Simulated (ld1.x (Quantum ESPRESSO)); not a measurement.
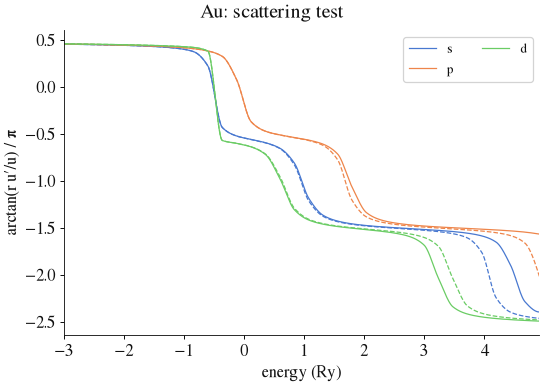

Unwrapped phase arctan(r u′/u) in units of π against energy, all-electron (solid) and pseudo (dashed); the pseudo phase is matched to the all-electron one at the reference energy. Here u = r R(r). A near-vertical step is a level narrower than the spacing of the points behind the curves.

Ld1.x (Quantum ESPRESSO) 7.5 input:

```
&input
   title='Au', zed=79., rel=1, dft='PBE', iswitch=3,
   config='[Xe] 4f14 5d10 6s1 6p0'
 /
 &inputp
   pseudotype=2, tm=.false., rho0=0.001, lloc=0,
   nlcc=.true., rcore=1.30
 /
3
6P  2  1   0.00   0.00  3.85  3.85  0.0
5D  3  2  10.00   0.00  1.30  1.30  0.0
6S  1  0   1.00   0.00  2.35  2.35  0.0
 &test
   configts(1)='5d10 6s1 6p0'
 /
```

> How far from the reference energy is each channel transferable, at a tolerance of 0.05 rad?

s: up to about 0.8 Ry; p: up to about 1.4 Ry; d: up to about 0.5 Ry.

> Is there a sign of a ghost state?

Going away from the reference energies, the phases part by more than π/2 in: s at about 4.1 Ry (above its reference energy, pseudo phase lower). Such a step is either a state that only one of the two atoms has or an ordinary level shifted in energy. The separate test gives: no ghost state below the valence levels in the p, d, s channels.
